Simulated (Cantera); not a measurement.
Input: 1 mol MgO, 29 mol HF, equilibrated at 0.000640 bar.

Cantera equilibrium calculation (NASA polynomials, part measured and part estimated; ideal gas, pure solids and liquids). Candidate condensed phases: H₂O, Mg, MgF₂, MgO, Mg(OH)₂; 31 gas species. Mutual solubility and eutectic melting of coexisting phases are not modelled. Kinetics and transport are ignored.

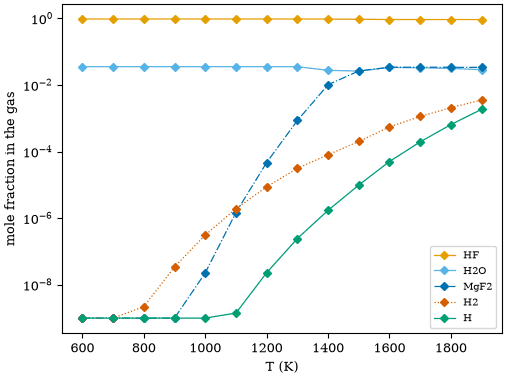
Fig. 1. Equilibrium gas composition (values under 1e-9 drawn at 1e-9)

Read off the mole fractions at 1400 K.

HF about 0.96, H₂O about 0.028, MgF₂ about 0.010, H₂ about 8.1e-5, H about 1.7e-6.
